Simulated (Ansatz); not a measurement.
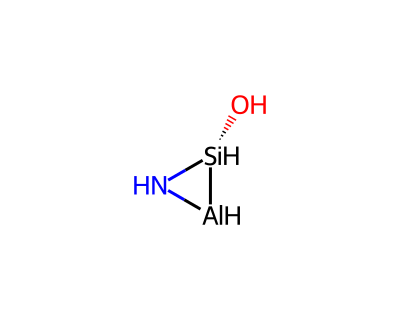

A structural formula.

**Transcribe the drawing into SMILES.**

O[Si@H]1[NH][AlH]1

**Give the formula, hydrogens included.**

AlH4NOSi.

**An optimisation with PBE0-D4/def2-TZVP gave a structure of which point group?**

C1.

More results for the same structure follow; atom numbers are the same in all pictures, views and colours differ. The computed structure is the end point of a PBE0-D4/def2-TZVP optimisation.

**Geometry**

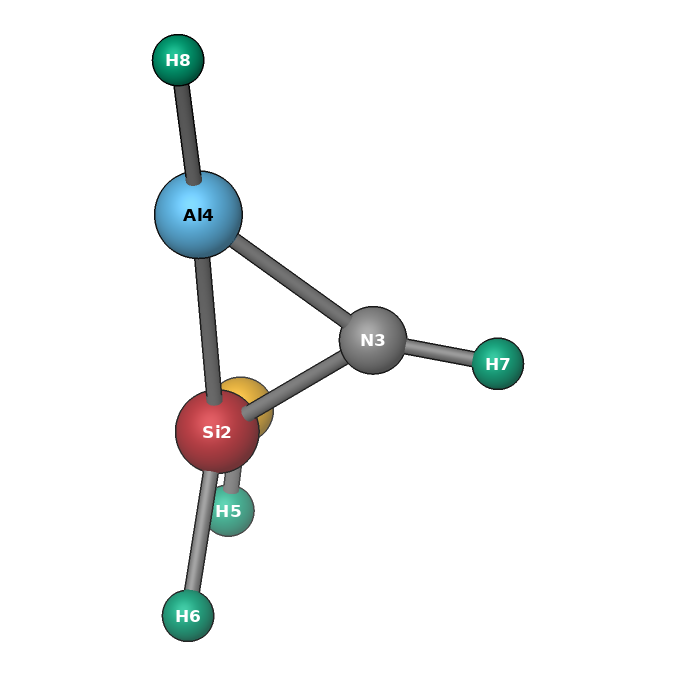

O1 lies behind Si2. The molecule seen nearly along the Si2–O1 bond, Si2 in front. Distant atoms are faded towards the background colour.

**What is the torsion angle Al4–Si2–O1–H5? The sign is positive where the front bond must turn clockwise to cover the back bond.**

−170°, antiperiplanar (anti).

**Charges**

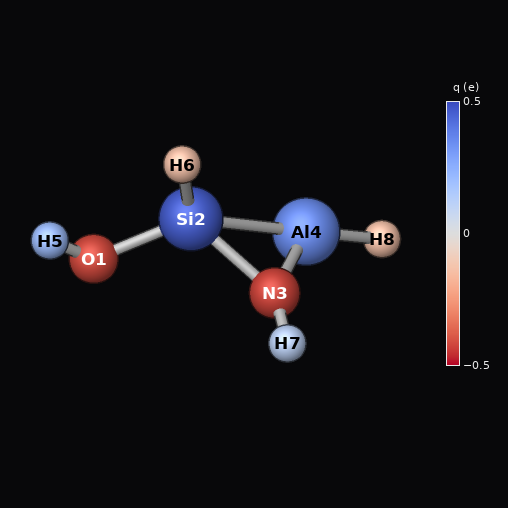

Atoms are coloured by their Mulliken charges. Properties computed with RKS r2SCAN-D4/def2-TZVPP (Ansatz 0.2.0).

List the Mulliken charges.

```csv
atom,value (e)
O1,−0.41
Si2,0.45
N3,−0.42
Al4,0.34
H5,0.20
H6,−0.13
H7,0.11
H8,−0.13
```

**Levels of theory compared**

Program: Ansatz 0.2.0.

Tabulate dipole (D), HOMO–LUMO gap (eV) at these levels: B3LYP-D4/def2-TZVPP; PBE-D4/def2-TZVPP; r2SCAN-D4/def2-TZVPP; ωB97M-V/def2-TZVPP.

```
               level  dipole (D)  HOMO–LUMO gap (eV)
 B3LYP-D4/def2-TZVPP        0.84                4.89
   PBE-D4/def2-TZVPP        0.89                3.48
r2SCAN-D4/def2-TZVPP        0.89                3.92
  ωB97M-V/def2-TZVPP        0.81                8.86
```

**Vibrations**

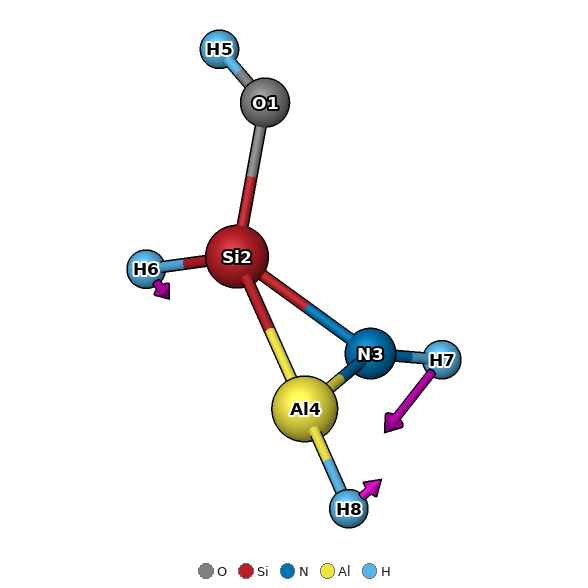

The arrows show one normal mode. Harmonic vibrations computed with RKS PBE0-D4/def2-TZVP (Ansatz 0.2.0) at a stationary point of the same level.

**Estimate its harmonic wavenumber.**

623 cm⁻¹; it is mode 7 of 18 counted from the lowest.

Mulliken values depend strongly on the basis set and can even reverse the polarity of a bond.
